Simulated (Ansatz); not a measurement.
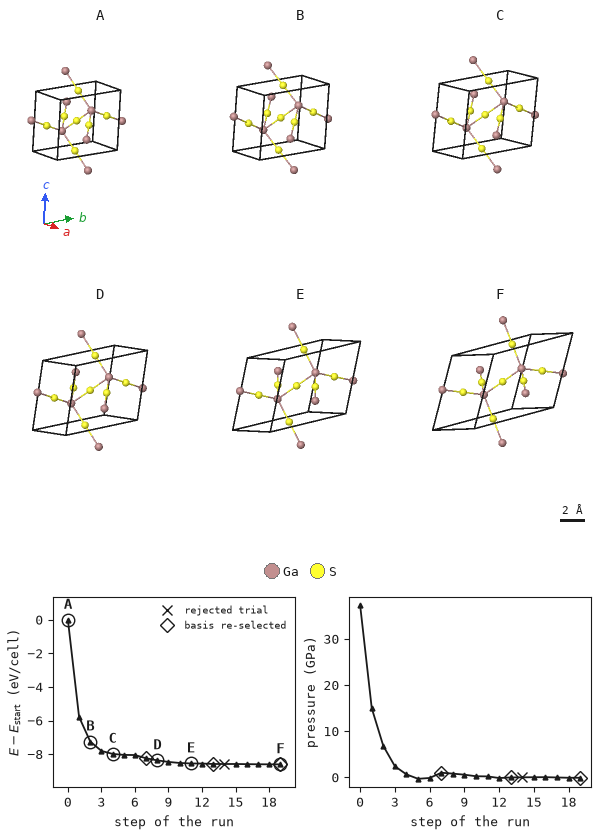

Frames of a relaxation of a crystal of GaS2 (a generated structure, set up in R-3m) (coarse preliminary run), marked on the history of the run. The picture is a ball-and-stick view of the cell of the calculation, seen slightly off an axis.

Computed with DFT PBE, scalar-relativistic, plane waves, PAW (Ansatz 0.2.0).

Input file:
```yaml
crystal:
  lattice:
    - [3.56413843, 2.05775628, 3.53839366]
    - [-3.56413843, 2.05775628, 3.53839366]
    - [0.0, -4.11551257, 3.53839366]
  atoms:
    - { symbol: Ga, position: [0.66680236, 0.66680236, 0.66680236] }
    - { symbol: Ga, position: [0.33319764, 0.33319764, 0.33319764] }
    - { symbol: S, position: [0.5, 0.5, 0.5] }
    - { symbol: S, position: [0.5, 0.5, 0.0] }
    - { symbol: S, position: [0.0, 0.5, 0.5] }
    - { symbol: S, position: [0.5, 0.0, 0.5] }
basis:
  ecutwfc: 420
kpoints:
  mp_grid: { grid: [3, 3, 3] }
hamiltonian:
  xc: pbe
scf:
  occupations: { method: gaussian, width: 0.1 }
  lower_state_search: "off"
output:
  forces: true
  stress: true
  eigenvalues: true
relax:
  adjacent_minimum: "off"
  f_tol: 0.04
  max_steps: 70
  cell: { stress_tol: 0.4 }
```

Run as
```bash
ansatz run input.yaml --threads 1 --pin off --max-ram 2560MiB --backend cpu --events-out ev --progress --plain --runs-dir out
```

### Describe the path.

The largest moves relative to the cell, 0.54 Å, are those of Ga1 and Ga2. Ga2 goes along [1 1 1]. S stays in place. The volume changes by +78.6 %, with a = b = c 5.427 → 7.124 Å (+31.3 %), α 82.1° → 64.0°, β 82.1° → 64.0°, γ 82.1° → 64.0°. Among the contacts that change: S3–S4 2.714 → 3.562 Å, Ga1–S3 1.771 → 2.278 Å, Ga1–S4 2.058 → 2.245 Å. Bond angles that change, for instance: S3–Ga1–S4 90.0° → 103.9°, S4–Ga1–S5 120.0° → 114.4°. The space group stays R-3m (No. 166). After 15 accepted moves (19 points after the start) the energy has fallen by 8.601 eV per cell of the calculation. Largest force component: 14 eV/Å at the start, 0.021 eV/Å at the end. The pressure goes from 37.29 to −0.06 GPa. The line search rejected the trial step at point 14 of the run. The SCF was repeated 3 times at an unchanged geometry on a basis and grid sized afresh for the cell, which shifted the energy by 0.194 eV per cell of the calculation at most. From step 0 to 2: Ga atoms move most (0.19 Å), volume +24.4 %, energy −7.243 eV per cell of the calculation. From step 2 to 4: Ga atoms move most (0.05 Å), volume +14.5 %, energy −0.736 eV per cell of the calculation. From step 4 to 8: Ga atoms move most (0.20 Å), volume +7.7 %, energy −0.385 eV per cell of the calculation. From step 8 to 11: Ga atoms move most (0.25 Å), volume +9.4 %, energy −0.184 eV per cell of the calculation. From step 11 to 19: Ga atoms move most (0.23 Å), volume +6.4 %, energy −52.5 meV per cell of the calculation.

| step | E − E(0), meV/atom | largest force component, eV/Å | pressure, GPa | volume, Å³/atom | note |
| --- | --- | --- | --- | --- | --- |
| 0 | 0.00 | 14.0263 | 37.29 | 25.951 |  |
| 1 | -962.99 | 4.2273 | 15.02 | 29.219 |  |
| 2 | -1207.09 | 1.8447 | 6.83 | 32.283 |  |
| 3 | -1300.35 | 0.5012 | 2.43 | 34.971 |  |
| 4 | -1329.76 | 0.1207 | 0.66 | 36.977 |  |
| 5 | -1339.74 | 0.0163 | -0.29 | 38.529 |  |
| 6 | -1341.07 | 0.0101 | -0.11 | 38.504 |  |
| 7 | -1373.34 | 0.0094 | 1.03 | 38.504 | same geometry, new basis |
| 8 | -1393.97 | 0.0227 | 0.84 | 39.827 |  |
| 9 | -1409.52 | 0.1176 | 0.60 | 41.270 |  |
| 10 | -1419.63 | 0.0600 | 0.27 | 42.594 |  |
| 11 | -1424.69 | 0.0205 | 0.23 | 43.576 |  |
| 12 | -1425.38 | 0.0388 | -0.12 | 44.565 |  |
| 13 | -1429.90 | 0.0459 | 0.01 | 44.565 | same geometry, new basis |
| 14 | -1428.86 | 0.2270 | 0.18 | 44.565 | rejected |
| 15 | -1429.94 | 0.0263 | 0.05 | 44.565 |  |
| 16 | -1431.34 | 0.0010 | 0.07 | 44.974 |  |
| 17 | -1432.61 | 0.0090 | 0.00 | 45.677 |  |
| 18 | -1433.23 | 0.0212 | -0.06 | 46.362 |  |
| 19 | -1433.44 | 0.0210 | -0.06 | 46.362 | same geometry, new basis |

Limits of the set-up: the k-point mesh is coarse for a cell with partly filled bands.
